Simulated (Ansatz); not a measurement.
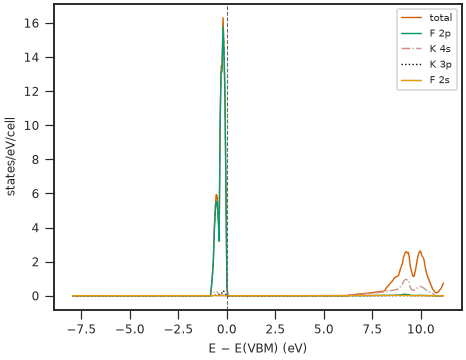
Total and projected density of states of KF (rock salt, Fm-3m), PBEsol (plane waves, PAW; program Ansatz)

Q: Which orbitals carry the states next to the gap?

A: Top 1 eV of the valence band: F 2p 96 %. Bottom 1 eV of the conduction band: K 4s 80 %, F 2s 11 %. Projections are on Löwdin-orthogonalised atomic valence shells; empty p or d shells of many metals are not among them.

Symmetry was held in the PBEsol relaxation.

Potentials: the later of the program's two PAW sets.
